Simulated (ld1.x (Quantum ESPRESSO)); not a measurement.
# Ta: generating and testing a TM potential

Task: generate the file, and judge it by its errors in other configurations, its logarithmic derivatives, its ghosts and its cutoff.

The numbers are computed with ld1.x (Quantum ESPRESSO) 7.5 (BLYP, scalar-relativistic, spin-unpolarised reference atom).

**1. Settings**

The settings as typed:

| Item | Value |
| --- | --- |
| element | tantalum (Ta, Z = 73) |
| type | norm-conserving Troullier–Martins (Kleinman–Bylander form) |
| frozen core | [Xe] 4f14 |
| valence charge | 5 |
| reference configuration | 5d3 6s1.5 6p0.5 |
| partial waves | 6s (bound): rc 3.00 bohr; 6p (bound): rc 2.82 bohr; 5d (bound): rc 1.55 bohr |
| local potential | all-electron potential smoothed inside 1.35 bohr (lloc = -2) |
| core correction | Bessel-smoothed model core inside 1.00 bohr |

An earlier all-electron run gives the scale for the radii.

All-electron outer shells of the reference configuration (BLYP, scalar-relativistic, ld1.x):

```
shell  level (eV)  outermost node (bohr)  outermost maximum (bohr)
   5p      -39.99                   0.58                      1.13
   4f      -25.24                      –                      0.44
   6s       -5.84                   1.32                      2.74
   5d       -4.14                   0.65                      1.58
   6p       -1.67                   1.59                      3.85
```

**2. Generating the potential**

Contents of Ta.in:

```
 &input
   title='Ta', zed=73., rel=1, dft='BLYP', iswitch=3,
   config='[Xe] 4f14 5d3 6s1.5 6p0.5',
   nld=3, rlderiv=3.25, eminld=-2.0, emaxld=5.0, deld=0.02
 /
 &inputp
   pseudotype=2, tm=.true., lloc=-2, rcloc=1.35,
   nlcc=.true., new_core_ps=.true., rcore=1.00,
   file_pseudopw='Ta.UPF', file_wfcaegen='ae.wfc', file_wfcncgen='nc.wfc', file_beta='beta', file_chi='chi'
 /
3
6S  1  0   1.50   0.00  3.00  3.00  0.0
6P  2  1   0.50   0.00  2.82  2.82  0.0
5D  3  2   3.00   0.00  1.55  1.55  0.0
 &test
   configts(1)='5d3 6s1.5 6p0.5'
 /
```

The run is started by

```console
ld1.x < Ta.in > Ta.out
```

The output, Ta.out (without the banner and most projector matrices):

```text
     Program LD1 v.7.5
     --------------------------- All-electron run ----------------------------

     Ta
     scalar relativistic calculation

     atomic number is 73.00
     dft =BLYP   lsd =0 sic =0 latt =0  beta=0.20 tr2=1.0E-14
     Exchange-correlation= BLYP
                           (   1   3   1   3   0   0   0)
     mesh =1273 r(mesh) = 100.43799 a.u. xmin = -7.00 dx = 0.01250
     1 Ry =  13.60569312 eV, c = 137.03599908

     n l     nl                  e(Ry)          e(Ha)          e(eV)
     1 0     1S 1( 2.00)     -4952.3247     -2476.1623    -67379.8098
     2 0     2S 1( 2.00)      -850.8984      -425.4492    -11577.0624
     2 1     2P 1( 6.00)      -745.6454      -372.8227    -10145.0230
     3 0     3S 1( 2.00)      -194.9435       -97.4717     -2652.3409
     3 1     3P 1( 6.00)      -163.6462       -81.8231     -2226.5199
     4 0     4S 1( 2.00)       -39.7633       -19.8816      -541.0069
     4 1     4P 1( 6.00)       -29.4981       -14.7490      -401.3418
     3 2     3D 1(10.00)      -127.1412       -63.5706     -1729.8442
     5 0     5S 1( 2.00)        -5.4100        -2.7050       -73.6066
     5 1     5P 1( 6.00)        -2.9393        -1.4696       -39.9907
     4 2     4D 1(10.00)       -16.3658        -8.1829      -222.6682
     4 3     4F 1(14.00)        -1.8552        -0.9276       -25.2418
     5 2     5D 1( 3.00)        -0.3041        -0.1520        -4.1374
     6 0     6S 1( 1.50)        -0.4294        -0.2147        -5.8416
     6 1     6P 1( 0.50)        -0.1224        -0.0612        -1.6654

     final scf error:  3.9E-15 reached in  29 iterations

     Etot =  -31210.848865 Ry,  -15605.424433 Ha, -424645.231772 eV

     Ekin =   34299.451410 Ry,   17149.725705 Ha,  466667.810176 eV
     Encl =  -77082.290704 Ry,  -38541.145352 Ha,-1048757.992534 eV
     Eh   =   12203.950255 Ry,    6101.975127 Ha,  166043.202055 eV
     Exc  =    -631.959827 Ry,    -315.979913 Ha,   -8598.251468 eV

     normalization and overlap integrals

     s(1S/1S) =  1.000000  <r> =   0.0187  <r2> =    0.0005  r(max) =   0.0116
     s(2S/2S) =  1.000000  <r> =   0.0789  <r2> =    0.0074  r(max) =   0.0670
     s(2P/2P) =  1.000000  <r> =   0.0706  <r2> =    0.0061  r(max) =   0.0549
     s(3S/3S) =  1.000000  <r> =   0.2048  <r2> =    0.0479  r(max) =   0.1891
     s(3P/3P) =  1.000000  <r> =   0.2049  <r2> =    0.0487  r(max) =   0.1868
     s(4S/4S) =  1.000000  <r> =   0.4587  <r2> =    0.2376  r(max) =   0.4262
     s(4P/4P) =  1.000000  <r> =   0.4877  <r2> =    0.2706  r(max) =   0.4480
     s(3D/3D) =  1.000000  <r> =   0.1856  <r2> =    0.0404  r(max) =   0.1510
     s(5S/5S) =  1.000000  <r> =   1.0999  <r2> =    1.3607  r(max) =   0.9847
     s(5P/5P) =  1.000000  <r> =   1.2944  <r2> =    1.9040  r(max) =   1.1298
     s(4D/4D) =  1.000000  <r> =   0.5231  <r2> =    0.3173  r(max) =   0.4593
     s(4F/4F) =  1.000000  <r> =   0.6397  <r2> =    0.5215  r(max) =   0.4424
     s(5D/5D) =  1.000000  <r> =   2.2215  <r2> =    6.0825  r(max) =   1.5833
     s(6S/6S) =  1.000000  <r> =   3.2600  <r2> =   12.1411  r(max) =   2.7443
     s(6P/6P) =  1.000000  <r> =   4.9147  <r2> =   28.3587  r(max) =   3.8460

     ------------------------ End of All-electron run ------------------------

     --------------------- Generating NC pseudopotential ---------------------

      Generating local potential from pseudized AE potential:
      Matching radius rcloc =   1.3500
      Enforcing V''(0)=0 (lloc=-2)

      Local pseudo, rcloc= 1.363 Estimated cut-off energy=    17.09 Ry

      Computing core charge for nlcc:

       r > 1.01 : true rho core
      Core charge pseudized with two Bessel functions
      Integrated core pseudo-charge :  24.53

      Wfc   6S  rcut= 3.033  Using Troullier-Martins method

      Wfc   6P  rcut= 2.814  Using Troullier-Martins method

      Wfc   5D  rcut= 1.544  Using Troullier-Martins method

     ------------------- End of pseudopotential generation -------------------

     [... the all-electron block is printed once more ...]


     Computing logarithmic derivative in   3.24888
     Computing logarithmic derivative in   3.24888
     Computing the partial wave expansion
     R is outside the sphere for l=    0 j= 0.00
     R is outside the sphere for l=    1 j= 0.00
     R is outside the sphere for l=    2 j= 0.00

     ---------------------- Testing the pseudopotential ----------------------

     Ta
     scalar relativistic calculation

     atomic number is 73.00   valence charge is  5.00
     dft =BLYP   lsd =0 sic =0 latt =0  beta=0.20 tr2=1.0E-14
     mesh =1273 r(mesh) = 100.43799 xmin = -7.00 dx = 0.01250

     n l     nl             e AE (Ry)        e PS (Ry)    De AE-PS (Ry)
     3 2     5D   1( 3.00)       -0.30409       -0.30408       -0.00001
     1 0     6S   1( 1.50)       -0.42935       -0.42935        0.00000
     2 1     6P   1( 0.50)       -0.12240       -0.12240       -0.00000

     eps = 3.7E-15  iter =  4

     Etot =  -31210.848865 Ry,  -15605.424433 Ha, -424645.231772 eV
     Etotps =   -65.617333 Ry,     -32.808667 Ha,    -892.769302 eV

     Ekin =       8.758813 Ry,       4.379407 Ha,     119.169727 eV
     Encl =     -24.065938 Ry,     -12.032969 Ha,    -327.433761 eV
     Ehrt =       8.237947 Ry,       4.118974 Ha,     112.082984 eV
     Ecxc =     -59.932395 Ry,     -29.966197 Ha,    -815.421774 eV
     (Ecc =     -56.095135 Ry,     -28.047567 Ha,    -763.213187 eV)
     Epseu=       1.384238 Ry,       0.692119 Ha,      18.833522 eV

     ---------------------- End of pseudopotential test ----------------------
```

It took 1.8 s on 1 thread, shared host. (Generation and the later configuration tests together.)

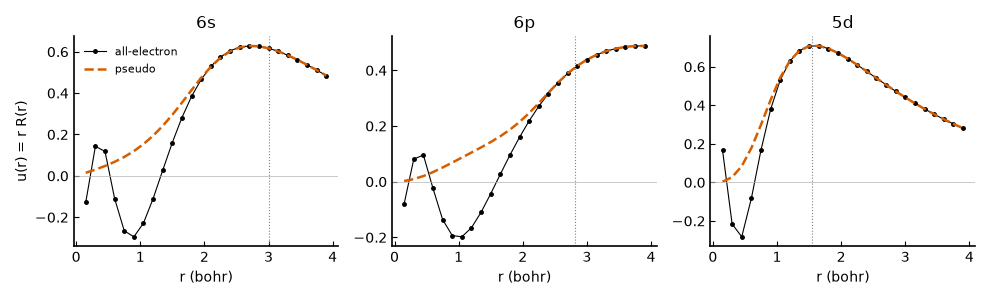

Bound waves of the atom and their pseudo partners (6s, 6p, 5d), with the matching radii dotted. The curves join 26 sampled radii, too few to resolve the innermost nodes.

**3. Configuration tests**

Contents of Ta.test.in:

```
 &input
   title='Ta', zed=73., rel=1, dft='BLYP', iswitch=2,
   config='[Xe] 4f14 5d3 6s1.5 6p0.5'
 /
 &test
   file_pseudo='Ta.UPF', nconf=8,
   configts(1)='5d3 6s1.5 6p0.5',
   configts(2)='5d3 6s2 6p0',
   configts(3)='5d3 6s1 6p0',
   configts(4)='5d3 6s0 6p0',
   configts(5)='5d2 6s0 6p0',
   configts(6)='5d3.5 6s1.5 6p0',
   configts(7)='5d4 6s1 6p0',
   configts(8)='5d2 6s2 6p1'
 /
```

The run is started by

```console
ld1.x < Ta.test.in > Ta.test.out
```

Ta.test.out, the pseudopotential blocks, each with the warnings that came before it:

```text
     ---------------------- Testing the pseudopotential ----------------------

     Ta
     scalar relativistic calculation

     atomic number is 73.00   valence charge is  5.00
     dft =BLYP   lsd =0 sic =0 latt =0  beta=0.20 tr2=1.0E-14
     mesh =1273 r(mesh) = 100.43799 xmin = -7.00 dx = 0.01250

     n l     nl             e AE (Ry)        e PS (Ry)    De AE-PS (Ry)
     3 2     5D   1( 3.00)       -0.30409       -0.30408       -0.00001
     1 0     6S   1( 1.50)       -0.42935       -0.42935        0.00000
     2 1     6P   1( 0.50)       -0.12240       -0.12240       -0.00000

     eps = 5.8E-16  iter =  5

     Etot =  -31210.848865 Ry,  -15605.424433 Ha, -424645.231771 eV
     Etotps =   -65.617334 Ry,     -32.808667 Ha,    -892.769306 eV

     Ekin =       8.758813 Ry,       4.379407 Ha,     119.169727 eV
     Encl =     -24.065938 Ry,     -12.032969 Ha,    -327.433767 eV
     Ehrt =       8.237948 Ry,       4.118974 Ha,     112.082986 eV
     Ecxc =     -59.932395 Ry,     -29.966198 Ha,    -815.421776 eV
     (Ecc =     -56.095135 Ry,     -28.047567 Ha,    -763.213187 eV)
     Epseu=       1.384238 Ry,       0.692119 Ha,      18.833523 eV

     ---------------------- End of pseudopotential test ----------------------

     ---------------------- Testing the pseudopotential ----------------------

     Ta
     [...]
     n l     nl             e AE (Ry)        e PS (Ry)    De AE-PS (Ry)
     3 2     5D   1( 3.00)       -0.25369       -0.25360       -0.00009
     1 0     6S   1( 2.00)       -0.39069       -0.39059       -0.00010
     2 1     6P   1( 0.00)       -0.09561       -0.09565        0.00004

     eps = 1.5E-15  iter = 13

     Etot =  -31210.999283 Ry,  -15605.499641 Ha, -424647.278301 eV
     Etotps =   -65.767759 Ry,     -32.883879 Ha,    -894.815940 eV
     dEtot_ae =      -0.150417 Ry
     dEtot_ps =      -0.150425 Ry,   Delta E=       0.000008 Ry

     [...]
     ---------------------- End of pseudopotential test ----------------------

     ---------------------- Testing the pseudopotential ----------------------

     Ta
     [...]
     n l     nl             e AE (Ry)        e PS (Ry)    De AE-PS (Ry)
     3 2     5D   1( 3.00)       -0.76432       -0.76297       -0.00136
     1 0     6S   1( 1.00)       -0.85355       -0.85411        0.00056
     2 1     6P   1( 0.00)       -0.48614       -0.48663        0.00049

     eps = 6.6E-15  iter =  7

     Etot =  -31210.382353 Ry,  -15605.191177 Ha, -424638.884550 eV
     Etotps =   -65.150411 Ry,     -32.575206 Ha,    -886.416501 eV
     dEtot_ae =       0.466512 Ry
     dEtot_ps =       0.466923 Ry,   Delta E=      -0.000410 Ry

     [...]
     ---------------------- End of pseudopotential test ----------------------

     ---------------------- Testing the pseudopotential ----------------------

     Ta
     [...]
     n l     nl             e AE (Ry)        e PS (Ry)    De AE-PS (Ry)
     3 2     5D   1( 3.00)       -1.34511       -1.34441       -0.00070
     1 0     6S   1( 0.00)       -1.36711       -1.36974        0.00263
     2 1     6P   1( 0.00)       -0.93359       -0.93525        0.00166

     eps = 7.1E-15  iter =  6

     Etot =  -31209.276005 Ry,  -15604.638003 Ha, -424623.831920 eV
     Etotps =   -64.042315 Ry,     -32.021158 Ha,    -871.340087 eV
     dEtot_ae =       1.572860 Ry
     dEtot_ps =       1.575019 Ry,   Delta E=      -0.002158 Ry

     [...]
     ---------------------- End of pseudopotential test ----------------------

     Warning: n=2, l=1 expected 0 nodes, found 1
     ---------------------- Testing the pseudopotential ----------------------

     Ta
     [...]
     n l     nl             e AE (Ry)        e PS (Ry)    De AE-PS (Ry)
     3 2     5D   1( 2.00)       -2.14004       -2.16079        0.02075  !
     1 0     6S   1( 0.00)       -2.01464       -2.02462        0.00998  !
     2 1     6P   1( 0.00)       -1.49488       -1.49488        0.00000

     eps = 5.2E-15  iter =  5

     Etot =  -31207.542027 Ry,  -15603.771014 Ha, -424600.239949 eV
     Etotps =   -62.299668 Ry,     -31.149834 Ha,    -847.630163 eV
     dEtot_ae =       3.306838 Ry
     dEtot_ps =       3.317666 Ry,   Delta E=      -0.010828 Ry

     [...]
     ---------------------- End of pseudopotential test ----------------------

     ---------------------- Testing the pseudopotential ----------------------

     Ta
     [...]
     n l     nl             e AE (Ry)        e PS (Ry)    De AE-PS (Ry)
     3 2     5D   1( 3.50)       -0.21729       -0.21556       -0.00173
     1 0     6S   1( 1.50)       -0.37357       -0.37465        0.00109
     2 1     6P   1( 0.00)       -0.08952       -0.09047        0.00095

     eps = 9.9E-15  iter =  8

     Etot =  -31210.925987 Ry,  -15605.462993 Ha, -424646.281062 eV
     Etotps =   -65.693570 Ry,     -32.846785 Ha,    -893.806560 eV
     dEtot_ae =      -0.077122 Ry
     dEtot_ps =      -0.076237 Ry,   Delta E=      -0.000885 Ry

     [...]
     ---------------------- End of pseudopotential test ----------------------

     ---------------------- Testing the pseudopotential ----------------------

     Ta
     [...]
     n l     nl             e AE (Ry)        e PS (Ry)    De AE-PS (Ry)
     3 2     5D   1( 4.00)       -0.18671       -0.18458       -0.00213
     1 0     6S   1( 1.00)       -0.35935       -0.36196        0.00261
     2 1     6P   1( 0.00)       -0.08504       -0.08696        0.00193

     eps = 3.6E-16  iter = 10

     Etot =  -31210.843788 Ry,  -15605.421894 Ha, -424645.162691 eV
     Etotps =   -65.609304 Ry,     -32.804652 Ha,    -892.660062 eV
     dEtot_ae =       0.005077 Ry
     dEtot_ps =       0.008029 Ry,   Delta E=      -0.002952 Ry

     [...]
     ---------------------- End of pseudopotential test ----------------------

     ---------------------- Testing the pseudopotential ----------------------

     Ta
     [...]
     n l     nl             e AE (Ry)        e PS (Ry)    De AE-PS (Ry)
     3 2     5D   1( 2.00)       -0.44371       -0.45535        0.01165  !
     1 0     6S   1( 2.00)       -0.50580       -0.50611        0.00031
     2 1     6P   1( 1.00)       -0.16160       -0.16018       -0.00142

     eps = 1.8E-15  iter = 14

     Etot =  -31210.780840 Ry,  -15605.390420 Ha, -424644.306245 eV
     Etotps =   -65.544234 Ry,     -32.772117 Ha,    -891.774736 eV
     dEtot_ae =       0.068025 Ry
     dEtot_ps =       0.073100 Ry,   Delta E=      -0.005075 Ry

     [...]
     ---------------------- End of pseudopotential test ----------------------
```

The tests as a table, with energies relative to 5d3 6s1.5 6p0.5. A star marks tests that logged a warning.

| valence configuration | charge | ΔE all-electron (eV) | error AE − PS (meV) |
| --- | --- | --- | --- |
| 5d3 6s2 6p0 | 0 | -2.047 | +0.1 |
| 5d3 6s1 6p0 | +1 | 6.347 | -5.6 |
| 5d3 6s0 6p0 | +2 | 21.400 | -29 |
| 5d2 6s0 6p0 * | +3 | 44.992 | -147 |
| 5d3.5 6s1.5 6p0 | 0 | -1.049 | -12 |
| 5d4 6s1 6p0 | 0 | 0.069 | -40 |
| 5d2 6s2 6p1 | 0 | 0.926 | -69 |

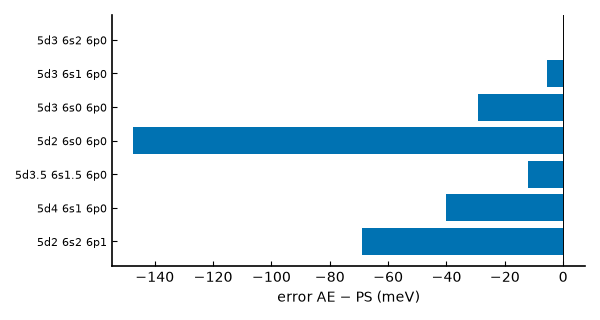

Error of the potential in each test configuration.

**4. Scattering by logarithmic derivatives**

Taken from the files of the generation run. The phase is arctan(r·u′/u) with u = r·R, unwrapped, with energies in Ry. A pole is an energy at which the radial function vanishes at the test radius. The pseudo phase is shifted by a multiple of π to meet the all-electron one at the reference energy. Levels narrower than the energy grid can be missing from the poles. The last column is the largest difference on the grid between −1 and +1 Ry.

```tsv
channel	radius (bohr)	reference (Ry)	poles AE	poles PS	window around the reference with phases within 0.05 rad (Ry)	largest difference near zero (rad)
s	3.25	-0.43	0.70	0.65, 3.91	below 1.5	0.014
p	3.25	-0.12	1.83	-1.56, 1.71	-1.5 to 2.5	0.007
d	3.25	-0.30	-0.02, 3.90	-0.02, 3.85	the whole range	0.002
```

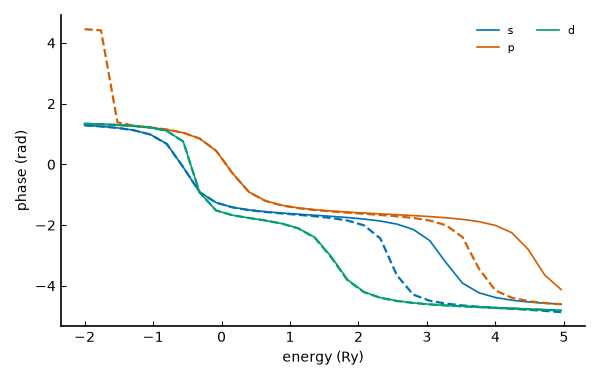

All-electron (solid) and pseudo (dashed) phases against energy.

**5. Cutoff and ghost test in a Bessel basis**

A separate test, outside the generator: the pseudo-atom's Hamiltonian at the reference potential is diagonalised in spherical Bessel functions j_l(qr) that vanish at 20 bohr, with q² up to the cutoff.

All-electron valence levels (Ry): 6s -0.4294, 6p -0.1224, 5d -0.3041. The lowest levels of each channel (Ry) by cutoff; the last column sums, over occupied levels, occupation times the distance from the level at 400 Ry. A positive value at high cutoff is not a bound level.

```
cutoff (Ry)     s #1     s #2     p #1     p #2     d #1    f #1  Σ f·Δε (mRy)
          8  -3.0889  -0.4256  -0.1241   0.0266  -0.1115  0.0862         584.2
         12  -4.4906  -0.4286  -0.6093  -0.1217  -0.2137  0.0862         272.6
         18  -5.1172  -0.4292  -1.3303  -0.1222  -0.2852  0.0862          57.0
         25  -5.2223  -0.4293  -1.5205  -0.1224  -0.3012  0.0862           8.8
         35  -5.2419  -0.4293  -1.5687  -0.1224  -0.3038  0.0862           0.7
         45  -5.2422  -0.4294  -1.5718  -0.1224  -0.3039  0.0862           0.5
        400  -5.2434  -0.4294  -1.5725  -0.1224  -0.3041  0.0862           0.0
```

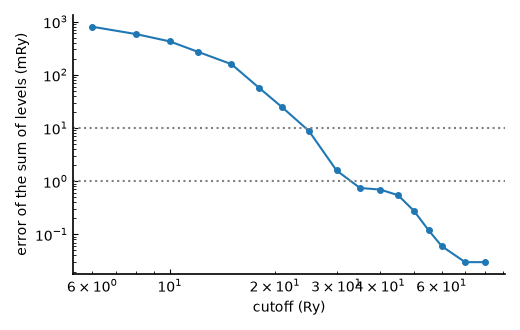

Occupation-weighted error of the valence levels against the cutoff; the dotted lines mark 10 and 1 mRy.

The sum stays within 10 mRy from 25 Ry and within 1 mRy from 35 Ry. The sum leaves out empty levels, which can need more. Ghost test: ghost states, bound below the all-electron valence or empty levels of the same l: s at -71.3 eV, p at -21.4 eV.

**6. Results**

| quantity | value |
| --- | --- |
| cutoffs for 10 and 1 mRy, occupied levels | 25 Ry and 35 Ry |
| bound ghosts | s at -71.34 eV, p at -21.40 eV |
| largest test error (AE − PS) | -147 meV, for 5d2 6s0 6p0 (this test logged a warning) |
| largest phase difference near zero energy, channels read | 0.014 rad |

What this shows: It has a bound ghost (s, p), a state that the atom doesn't have, and that rules the file out. Close by lies the frozen 5s level (-73.6 eV). The worst unpolarised test, 5d2 6s0 6p0, is off by 147 meV on 45.0 eV; by total energies transferability rates as poor. It counts as soft on the atom at that tolerance, with 25 Ry needed at the looser tolerance. The slowest occupied level is 5d: taken alone it needs 30 Ry to come within 1 mRy, against 12 Ry for 6s. Near zero energy the phases of the channels with partial waves agree within 0.014 rad. The pseudo curves have a pole with no partner nearby in the atom's: p at -1.56 Ry. These are tests on the free atom; a crystal test is still owed.
